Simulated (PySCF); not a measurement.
# Frequency calculation of CoBr$_{2}$ (charge +1)

- system: CoBr$_{2}$, charge +1, multiplicity 5
- method: UKS-based PBE0, Co def2-TZVP, Br def2-TZVP; non-relativistic Hamiltonian; density fitting (PySCF 2.14.0)

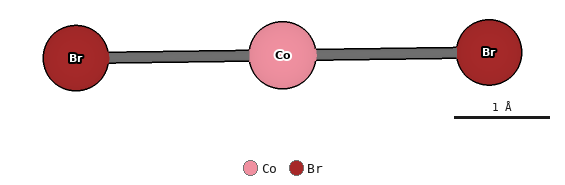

Fig. 1: The structure (ball-and-stick view, seen on its broad side). Sticks mark near contacts.

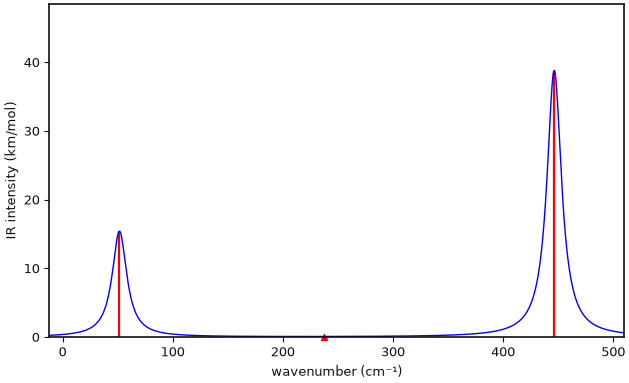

Fig. 2: Harmonic infrared spectrum, unscaled: sticks (degenerate modes added up, dark ones marked on the axis) with a Lorentzian envelope of 16 cm⁻¹ full width, scaled to the tallest stick. 4 modes from 52 to 446 cm⁻¹, none imaginary. The strongest line is at 446 cm⁻¹ (39 km/mol). All modes, in cm⁻¹ (km/mol): 52 (7.7), 52 (7.7), 237 (0.0), 446 (39).

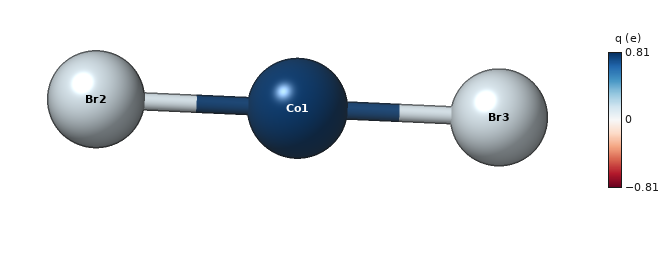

Fig. 3: Mulliken charges, as the colour of each atom (ball-and-stick view, seen at a tilt; atoms are numbered from 1 in the order of the input). By element: Co +0.78 and Br +0.11 e.

The input and output of the run follow.

The input:
```python
from pyscf import gto, scf, dft
mol = gto.M(atom='''
Co    -0.000000     0.000000    -0.000000
Br     0.000000     0.000000     2.188666
Br    -0.000000     0.000000    -2.188666''',
    basis={'Co': 'def2-TZVP', 'Br': 'def2-TZVP'},
    charge=1, spin=4)
mf = dft.UKS(mol, xc='PBE0')
mf.grids.atom_grid = (75, 302)
aux = {'Co': 'def2-universal-JKFIT', 'Br': 'def2-universal-JKFIT'}
mf = mf.density_fit(auxbasis=aux)
mf.conv_tol = 1e-09
mf.diis_space = 10
mf.max_cycle = 60
mf.verbose = 4
mf.kernel()
```

The script is an equivalent of the set-up of the self-consistent field. The run itself was carried out by a driver, which started from the orbitals of the step before it where there was one and computed the further properties.

Run as:
```bash
OMP_NUM_THREADS=4 python axn.py task.json out
```

Log:
```
init E= -6530.00665009042
  alpha nocc = 50  HOMO = -0.543738416157529  LUMO = -0.198948805113453
  beta  nocc = 46  HOMO = -0.523906962407141  LUMO = -0.420235607352602
  HOMO = -0.523906962407  LUMO = -0.420235607353  gap/eV = 2.82104
cycle= 1 E= -6530.00665009033  delta_E= 8.73e-11  |g|= 1.2e-05  |ddm|= 1.76e-05
  alpha nocc = 50  HOMO = -0.543738502080788  LUMO = -0.19894962353323
  beta  nocc = 46  HOMO = -0.52390702982941  LUMO = -0.420236895116393
  HOMO = -0.523907029829  LUMO = -0.420236895116  gap/eV = 2.82101
cycle= 2 E= -6530.00665008955  delta_E= 7.82e-10  |g|= 4.14e-05  |ddm|= 5.06e-05
  alpha nocc = 50  HOMO = -0.543738467667369  LUMO = -0.198948696941819
  beta  nocc = 46  HOMO = -0.523907067834043  LUMO = -0.420235207009672
  HOMO = -0.523907067834  LUMO = -0.42023520701  gap/eV = 2.82106
cycle= 3 E= -6530.00665009039  delta_E= -8.39e-10  |g|= 1.09e-05  |ddm|= 3.42e-05
  alpha nocc = 50  HOMO = -0.543738487592004  LUMO = -0.198948939335274
  beta  nocc = 46  HOMO = -0.523907077210984  LUMO = -0.420235609950719
  HOMO = -0.523907077211  LUMO = -0.420235609951  gap/eV = 2.82104
cycle= 4 E= -6530.00665009042  delta_E= -3.18e-11  |g|= 6.13e-07  |ddm|= 6.74e-06
  alpha nocc = 50  HOMO = -0.543738526354895  LUMO = -0.198948931868211
  beta  nocc = 46  HOMO = -0.523907148978253  LUMO = -0.42023545288394
  HOMO = -0.523907148978  LUMO = -0.420235452884  gap/eV = 2.82105
Extra cycle  E= -6530.00665009043  delta_E= -5.46e-12  |g|= 5.81e-07  |ddm|= 2.33e-06
converged SCF energy = -6530.00665009043  <S^2> = 6.0180448  2S+1 = 5.0072127
```

Summary:

```json
{"quantity": "outcome", "value": "converged"}
{"quantity": "total energy", "value": "−6530.006650 hartree"}
{"quantity": "⟨S²⟩", "value": "6.018"}
{"quantity": "zero-point energy", "value": "0.001792 hartree"}
{"quantity": "wavenumbers, lowest and highest", "value": "52 and 446 cm⁻¹"}
{"quantity": "hardware", "value": "4 threads of Arm Neoverse V1, 24 GiB of memory available, shared host"}
{"quantity": "wall time", "value": "57 s (CPU time 3.1 min)"}
{"quantity": "peak memory", "value": "1.2 GiB"}
```

Remarks:

Checks after the run noted: the SCF density has lower symmetry than the nuclear frame.
